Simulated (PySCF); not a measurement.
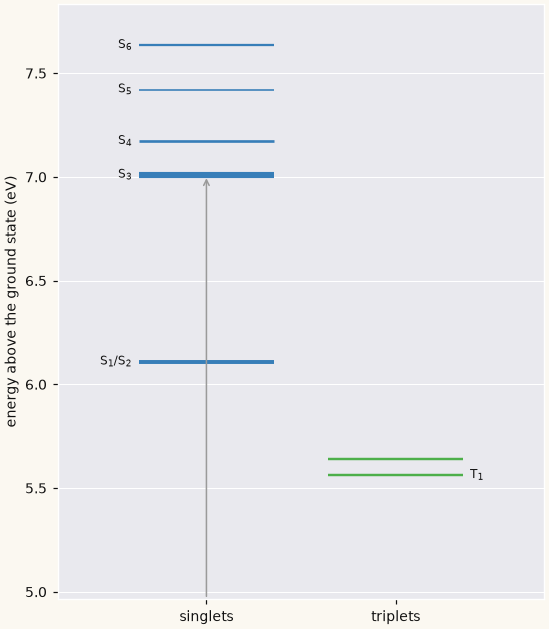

State diagram of GeHBrClF, SMILES [F][Ge@@H]([Cl])[Br], singlet. Vertical TDDFT excitations, PBE0/def2-SVPD, PySCF, at a GFN2-xTB geometry (no frequency check), gas phase. Triplets in the Tamm-Dancoff approximation; only the lowest 6 singlets and 2 triplets were computed. Thicker singlet lines are brighter; the arrow marks the brightest. S0, at zero, lies below the range drawn. States within 0.01 eV of each other are merged, with their strengths summed. The highest state may be half of a pair whose partner wasn't computed.

### What is the vertical gap between S1 and T1?

0.54 eV: S1/S2 at 6.11 eV, T1 at 5.56 eV.

### What character does the calculation give T1?

Mainly HOMO → LUMO (96 %).

### How many of the triplet levels drawn lie below S1?

2 of 2 (T1 5.56 eV, T2 5.64 eV; S1 6.11 eV).

Note: the tight-binding geometry is rougher than a DFT one and adds to the error; spin-orbit coupling is left out, and with Br it can shift these levels and split any degenerate set; core orbitals are frozen in the response.
